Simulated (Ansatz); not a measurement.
InNH3 (SMILES [NH2][InH]): the energy, rung by rung

InNH3 has 5 atoms, charge 0, and is taken as a doublet. SMILES: `[NH2][InH]`. The shape was relaxed beforehand at wB97X-V/def2-SVP. This is one conformer, not always the lowest.

```xyz
5

N    -0.1783   -0.7750    0.1637
In    0.8160    0.9833    0.3417
H    -0.9169   -0.9477   -0.5130
H    -0.0156   -1.5951    0.7388
H     0.3447    2.2606   -0.7727
```

Quantity: the adiabatic electron affinity (to the singlet anion, shapes relaxed at wB97X-V/def2-SVP, no zero-point term), in eV. The values are calculated.

The electron affinity is E(neutral) − E(anion): positive where the electron is bound.

```tsv
level	kind	program	value (eV)	less CCSD(T)/def2-TZVPP	CPU time (all runs)
UHF/def2-TZVPP (core potential)	Hartree–Fock	Ansatz	0.38	-0.94	3.2 s
USVWN5/def2-TZVPP (core potential)	LDA	Ansatz	1.50	+0.18	3 s
UBLYP/def2-TZVPP (core potential)	GGA	Ansatz	1.41	+0.09	6.2 s
UB3LYP/def2-TZVPP (core potential)	global hybrid	Ansatz	1.49	+0.17	6.7 s
UPBE0-D4/def2-TZVPP (core potential)	global hybrid	Ansatz	1.31	-0.01	6.8 s
U-wB97M-V/def2-TZVPP (core potential)	range-separated hybrid	Ansatz	1.36	+0.04	26 s
UB2PLYP/def2-TZVPP (core potential)	double hybrid	Ansatz	1.37	+0.05	14 s
UMP2/def2-TZVPP (core potential)	perturbation theory	Ansatz	1.28	-0.04	6.8 s
UCCSD(T)/def2-TZVPP (core potential)	coupled cluster or CI	Ansatz	1.32	0.00	1.9 min
```

Differences are taken from UCCSD(T)/def2-TZVPP (core potential) for orientation; it has basis-set and higher-order errors of its own. Spin-orbit coupling, which can split open shells on such heavy atoms by tenths of an eV, is left out. The values span 0.38 to 1.50 eV. In the correlated wave-function rows the outer d shell of In is correlated, in sets not made for it. Times are those of the runs behind each value, whatever else they computed, on shared processors of several kinds: orders of magnitude only.

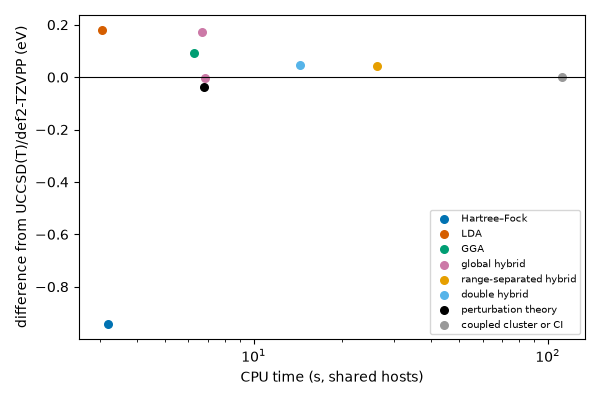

Difference from UCCSD(T)/def2-TZVPP against processor time, one point a level.
